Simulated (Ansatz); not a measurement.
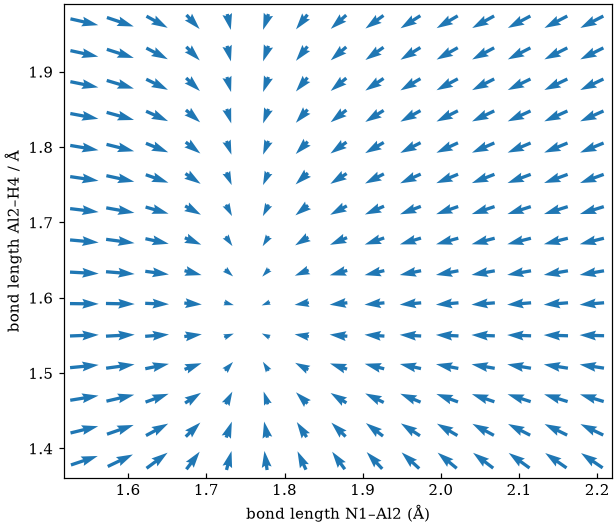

AlH₃N, SMILES [NH][AlH2], spin multiplicity 2. 
- First axis: bond length N1–Al2. Second axis: bond length Al2–H4.
- Nothing is relaxed (all other coordinates rigid).
- The scan uses a 15 × 15 grid.
- All numbers below come from Ansatz, UHF/def2-TZVP.

Drawn: arrows along the force (downhill), their lengths compressed.

Question: The arrows alone are given. Where is the energy lowest?

Answer: The arrows converge at about bond length N1–Al2 = 1.755 Å, bond length Al2–H4 = 1.573 Å (read from the interpolated surface).

The energy map of the same scan:

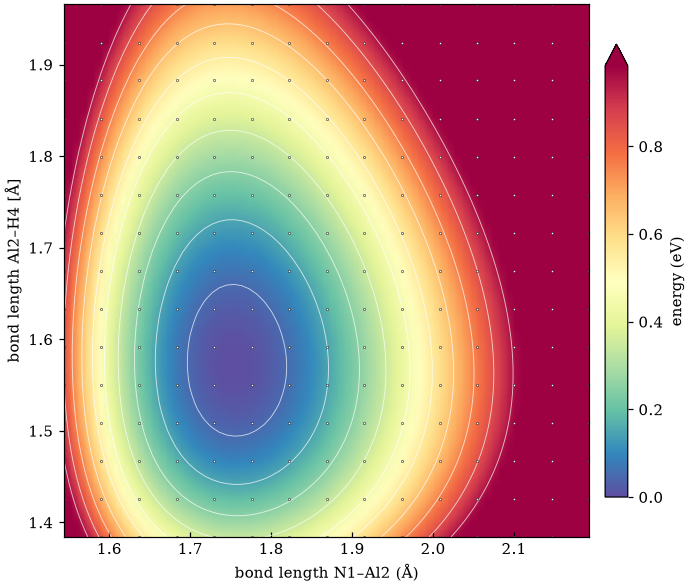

Energies are in eV, from the relaxed molecule at the same level; between grid points the surface is interpolated.
